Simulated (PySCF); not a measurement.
SMILES CCC[SiH2][SeH], GFN2-xTB optimised geometry. Atoms within 1.6 Å of the plane z = 0.0 Å (x, y, z in Å): C1 (2.11, -0.92, 0.00), C2 (0.59, -0.92, 0.00), C3 (0.02, 0.50, 0.00), Si4 (-1.88, 0.56, -0.06), H6 (2.50, -1.93, -0.01), H7 (2.50, -0.41, 0.88), H8 (2.50, -0.40, -0.88), H9 (0.23, -1.45, 0.88), H10 (0.23, -1.45, -0.88), H11 (0.44, 1.05, -0.85), H12 (0.36, 1.02, 0.90), H13 (-2.50, -0.18, 1.03), H14 (-2.36, 1.93, -0.13).

Computed with B3LYP/def2-TZVP (PySCF 2.14.0). Cells within 0.4 Å of a nucleus heavier than hydrogen are left out (blank, or x).

Map of the log10 of the electron density (e/bohr³), floored at −4 on the plane z = 0.0 Å:

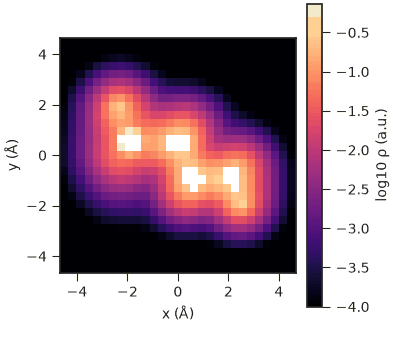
Log10 of the electron density (e/bohr³), floored at −4 on the plane z = 0.0 Å.
